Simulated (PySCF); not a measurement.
# One shape, several levels: SiNH5O3 (SMILES N[Si](O)(O)O)

Wanted: a comparison of 5 runs (HF/STO-3G, HF/3-21G, B3LYP/6-31G*, PBE0/def2-SVP) of SiNH5O3. 

Program for the calculation: PySCF 2.14.0.

### Step 1. The structure to begin with

SiNH5O3: 10 atoms, total charge 0, spin state singlet. SMILES: `N[Si](O)(O)O`. Geometry: relaxed at PBE0-D4/def2-TZVP. This is one conformer, not always the lowest.

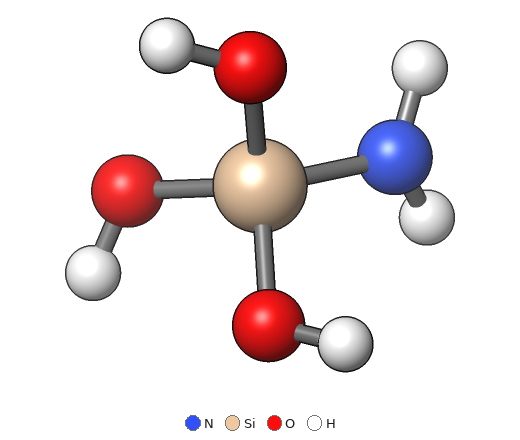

Viewed from a chosen angle; nitrogen blue, silicon light orange, oxygen red, hydrogen white.

### Step 2. Energy and forces at HF/STO-3G (run 1)

input.py

```python
from pyscf import gto, scf

mol = gto.M(
    atom='''
N      1.995929    -2.054132     0.172343
Si    -0.302545     0.178579     0.044031
O     -0.188784     2.538469     2.051109
O     -2.883911    -1.406145     0.645152
O     -0.184059     1.585858    -2.717993
H      1.843806    -3.489379     1.410492
H      3.810822    -1.624787    -0.193886
H      0.332025     4.129052     1.361359
H     -4.227695    -0.445975     1.386681
H     -0.038928     0.491896    -4.153618
''',
    unit='bohr',
    max_memory=1860,
    verbose=4,
    basis='sto-3g',
    spin=0,
)

hf = scf.RHF(mol)
hf.conv_tol = 1e-10
hf.kernel()
if not hf.converged:
    hf = hf.newton().run(hf.mo_coeff, hf.mo_occ)

etot = hf.e_tot
print('E(%s) = %.9f' % ('HF', etot))
grad = hf.nuc_grad_method().kernel()
hf.analyze()
```

On the command line:

```console
$ OMP_NUM_THREADS=1 python input.py
```

Standard output:

```text
PySCF version 2.14.0

[... 62 lines left out ...]
converged SCF energy = -563.850425868666
[... 22 lines left out ...]
MO #2   energy= -20.1714367785242  occ= 2
[... 7 lines left out ...]
MO #10  energy= -1.2743533438883   occ= 2
[... 7 lines left out ...]
MO #18  energy= -0.519507060539188 occ= 2
[... 7 lines left out ...]
MO #26  energy= 0.468816197082163  occ= 0
[... 7 lines left out ...]
MO #34  energy= 0.839732057072194  occ= 0
[... 47 lines left out ...]
Dipole moment(X, Y, Z, Debye):  0.80970,  0.35246, -0.25436
```

Wall time 3.9 s (1 thread of Intel Xeon at 2.70GHz, shared host); peak memory 0.12 GiB.

### Step 3. Energy and forces at HF/3-21G (run 2)

Changes to input.py since step 2:

```diff
@@ -1 +1,2 @@
+import pyscf.grad
 from pyscf import gto, scf
@@ -15,7 +16,6 @@
 ''',
+    verbose=4,
     unit='bohr',
     max_memory=1860,
-    verbose=4,
-    basis='sto-3g',
-    spin=0,
+    basis='3-21g',
 )
@@ -29,4 +29,5 @@
 etot = hf.e_tot
-print('E(%s) = %.9f' % ('HF', etot))
-grad = hf.nuc_grad_method().kernel()
-hf.analyze()
+print('E = %.10f Eh' % etot)
+grad = hf.Gradients().kernel()
+dip = hf.dip_moment()
+pop, q = hf.mulliken_pop()
```

On the command line:

```console
$ OMP_NUM_THREADS=1 python input.py
```

Standard output:

```text
PySCF version 2.14.0

[... 64 lines left out ...]
converged SCF energy = -567.986505954655
[... 12 lines left out ...]
Dipole moment(X, Y, Z, Debye):  1.29841,  0.41221, -0.60304
[... 70 lines left out ...]
charge of    9H =      0.41825
```

Run time: 3 s. Hardware: 1 thread of Intel Xeon at 2.70GHz, shared host; peak memory 0.13 GiB.

### Step 4. Energy and gradient at B3LYP/6-31G(d) (spherical functions) (run 3)

job.py

```python
import pyscf.grad
from pyscf import gto, dft

mol = gto.Mole()
mol.atom = '''
N      1.995929    -2.054132     0.172343
Si    -0.302545     0.178579     0.044031
O     -0.188784     2.538469     2.051109
O     -2.883911    -1.406145     0.645152
O     -0.184059     1.585858    -2.717993
H      1.843806    -3.489379     1.410492
H      3.810822    -1.624787    -0.193886
H      0.332025     4.129052     1.361359
H     -4.227695    -0.445975     1.386681
H     -0.038928     0.491896    -4.153618
'''
mol.unit = 'bohr'
mol.charge = 0
mol.basis = '6-31g*'
mol.verbose = 4
mol.max_memory = 1860
mol.build()

myscf = dft.RKS(mol, xc='b3lyp')
myscf.conv_tol = 1e-10
myscf.grids.level = 5
myscf.kernel()
if not myscf.converged:
    myscf = myscf.newton().run(myscf.mo_coeff, myscf.mo_occ)

energy = myscf.e_tot
print('E(%s) = %.9f' % ('B3LYP', energy))
grad = myscf.Gradients().kernel()
myscf.analyze()
```

On the command line:

```console
$ OMP_NUM_THREADS=1 python job.py
```

Standard output:

```text
PySCF version 2.14.0

[... 104 lines left out ...]
MO #4   energy= -19.1284230837591  occ= 2
[... 15 lines left out ...]
MO #20  energy= -0.359035662824466 occ= 2
[... 15 lines left out ...]
MO #36  energy= 0.327814727148845  occ= 0
[... 15 lines left out ...]
MO #52  energy= 1.0035741551643    occ= 0
[... 15 lines left out ...]
MO #68  energy= 1.74652192728945   occ= 0
[... 15 lines left out ...]
MO #84  energy= 2.7262435699266    occ= 0
[... 97 lines left out ...]
Dipole moment(X, Y, Z, Debye):  1.03020,  0.25773, -0.49696
```

Wall time 44 s (1 thread of Intel Xeon at 2.70GHz, shared host); peak memory 0.83 GiB.

Run 4 isn't shown in full; the table further down has it.

### Step 5. Energy and gradient at PBE0/def2-SVP (run 5)

calc.py

```python
# N[Si](O)(O)O
import pyscf.grad
from pyscf import gto, dft

mol = gto.Mole()
mol.atom = '''
N      1.995929    -2.054132     0.172343
Si    -0.302545     0.178579     0.044031
O     -0.188784     2.538469     2.051109
O     -2.883911    -1.406145     0.645152
O     -0.184059     1.585858    -2.717993
H      1.843806    -3.489379     1.410492
H      3.810822    -1.624787    -0.193886
H      0.332025     4.129052     1.361359
H     -4.227695    -0.445975     1.386681
H     -0.038928     0.491896    -4.153618
'''
mol.charge = 0
mol.verbose = 4
mol.max_memory = 1860
mol.basis = 'def2-svp'
mol.unit = 'bohr'
mol.build()

mf = dft.RKS(mol)
mf.xc = 'pbe0'
mf.conv_tol = 1e-10
mf.grids.level = 5
mf.kernel()
if not mf.converged:
    mf = mf.newton().run(mf.mo_coeff, mf.mo_occ)

energy = mf.e_tot
print('Final energy', energy)
grad = mf.Gradients().kernel()
mf.analyze()
```

On the command line:

```console
$ OMP_NUM_THREADS=1 python calc.py
```

Standard output:

```text
PySCF version 2.14.0

[... 103 lines left out ...]
MO #4   energy= -19.1929549413705  occ= 2
[... 18 lines left out ...]
MO #23  energy= -0.331205701976298 occ= 2
[... 18 lines left out ...]
MO #42  energy= 0.653122688337259  occ= 0
[... 18 lines left out ...]
MO #61  energy= 1.26288725419507   occ= 0
[... 18 lines left out ...]
MO #80  energy= 2.60286071509871   occ= 0
[... 18 lines left out ...]
MO #99  energy= 3.74252051763152   occ= 0
[... 112 lines left out ...]
Dipole moment(X, Y, Z, Debye):  0.99566,  0.22289, -0.50672
```

It took 61 s on 1 thread of Intel Xeon at 2.70GHz, shared host; peak memory 0.98 GiB.

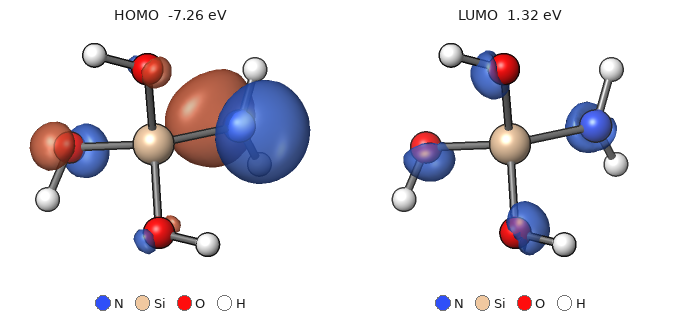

Frontier orbitals of this run, surfaces at ±0.2 Å^-3/2.

### Step 6. Overview of the runs

```tsv
run	level	integration grid	Cartesian functions	energy (Eh)	dipole moment (D)	HOMO energy (eV)	LUMO energy (eV)	wall time
1	HF/STO-3G	–	no	-563.850426	0.92	-8.65	12.76	3.9 s
2	HF/3-21G	–	no	-567.986506	1.49	-11.13	5.94	3 s
3	B3LYP/6-31G* (spherical functions)	5	no	-573.074539	1.17	-6.89	1.20	44 s
4	B3LYP/6-31G* (Cartesian functions)	5	yes	-573.082056	1.18	-6.90	1.13	40 s
5	PBE0/def2-SVP	5	no	-572.367714	1.14	-7.26	1.32	61 s
```

### Step 7. Summary of results

| quantity | value |
| --- | --- |
| run 5: total energy | -572.36771 Eh |
| run 5: dipole moment | 1.14 D |
| run 5: HOMO energy | -7.26 eV |
| run 5: LUMO energy | 1.32 eV |
| run 5: HOMO–LUMO gap | 8.58 eV |
| run 5: largest force on an atom | 0.606 eV/Å |

What this shows: The dipole moment (its size) runs from 0.92 D (HF/STO-3G) to 1.49 D (HF/3-21G). The HOMO–LUMO gap runs from 8.04 eV (B3LYP/6-31G*) to 21.41 eV (HF/STO-3G). The two ends differ in method and basis. Totals of different functionals can't be ranked against each other. In run 1 the basis is minimal, so the values are rough. All runs together took 2.5 min, the longest 61 s.
